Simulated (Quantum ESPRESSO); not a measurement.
## Effort and miss along a sweep of K_POINTS: a (100) slab of Si (cut from a parent of space group no. 69; 16 atoms in the cell)

Cell: a = 5.3511 Å, b = 9.2865 Å, c = 17.2668 Å, α = 90.00°, β = 90.00°, γ = 150.19°.

Level of theory: LDA (PW92), PseudoDojo standard norm-conserving (LDA) pseudopotentials (plane waves; Quantum ESPRESSO).

Base settings: ecutwfc = 35 Ry; occupations = smearing; smearing = marzari-vanderbilt; degauss = 0.0147 Ry; potentials = {Si: Si.upf}; K_POINTS = automatic 6 6 1 0 0 0; conv_thr = 1e-10 Ry; mixing_beta = 0.4.

Misses are taken against the tightest run, automatic 7 7 1 0 0 0, which need not be fully converged itself. The energy is the free energy per atom.

The count of work is k-points × plane waves × bands × iterations; it is no time, and leaves out set-up, grids and terms that scale otherwise. Core times come from one kind of shared machine and are given to one figure; runs under 30 s give none.

The starting cell comes from a database of computed structures (which also holds hypothetical and non-ambient phases and stackings), without a prior relaxation at this level. The slab is cut from that crystal, and its faces are unrelaxed. Spin polarisation is off, though cut faces can carry moments; the slab shows no gap.

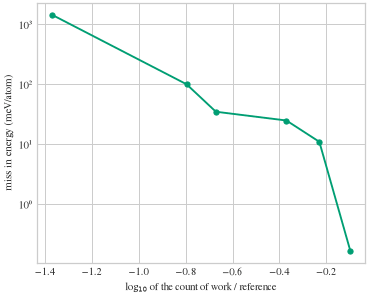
Fig. 1. Miss against the count of work; the reference run is not drawn, and misses under 0.1 meV/atom are drawn there.

```tsv
K_POINTS	energy less reference (meV/atom)	largest difference in the force on any atom (eV/Å)	count of work / reference	core time / reference (rough)
automatic 1 1 1 0 0 0	-1450.94	1.162	0.043	–
automatic 2 2 1 0 0 0	100.34	0.496	0.16	0.2
automatic 3 3 1 0 0 0	34.92	0.564	0.21	0.3
automatic 4 4 1 0 0 0	-24.92	0.158	0.43	0.5
automatic 5 5 1 0 0 0	10.99	0.102	0.59	0.7
automatic 6 6 1 0 0 0	0.16	0.177	0.80	0.7
automatic 7 7 1 0 0 0	0.00	0.000	1.0	1
```

Coarsest setting among those run that, with all tighter ones, holds the energy within 20 meV/atom of the reference: automatic 5 5 1 0 0 0, off by 11 meV/atom; its saving against the reference is no more than about a factor of 2 in the count of work.

Coarsest setting among those run that, with all tighter ones, holds the energy within 1 meV/atom of the reference: automatic 6 6 1 0 0 0, off by 0.16 meV/atom; its saving against the reference is no more than about a factor of 2 in the count of work.

The step from automatic 2 2 1 0 0 0 to automatic 4 4 1 0 0 0: it takes the miss in the energy from 100 to 25 meV/atom, for 2.7 times the count of work and roughly 3 times the time.

Left out of this page: 1 run of the series outside the window shown, repeating another row's setting, or not comparable.
